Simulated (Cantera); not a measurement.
Charge: 1 mol C3H6, 0.27 mol CO2, 0.92 mol N2, equilibrated at 0.000160 bar.

Equilibrium computed with Cantera from the NASA thermochemical tables; the gas is ideal and each condensed phase is pure. Candidate condensed phases: C, C6H6, C7H8, C8H18, H2O; 136 gas species. Equilibrium is a limit: real reactors are often held back by kinetics, nucleation or transport.

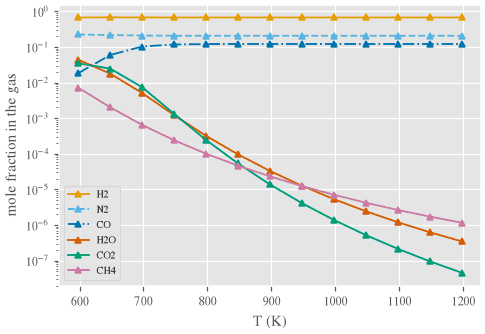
Figure: Equilibrium gas composition (values under 1e-9 drawn at 1e-9)

Problem. Read off the mole fractions at 848 K.

Solution. H2 about 0.67, N2 about 0.21, CO about 0.12, H2O about 9.6e-5, CO2 about 5.3e-5, CH4 about 4.6e-5.
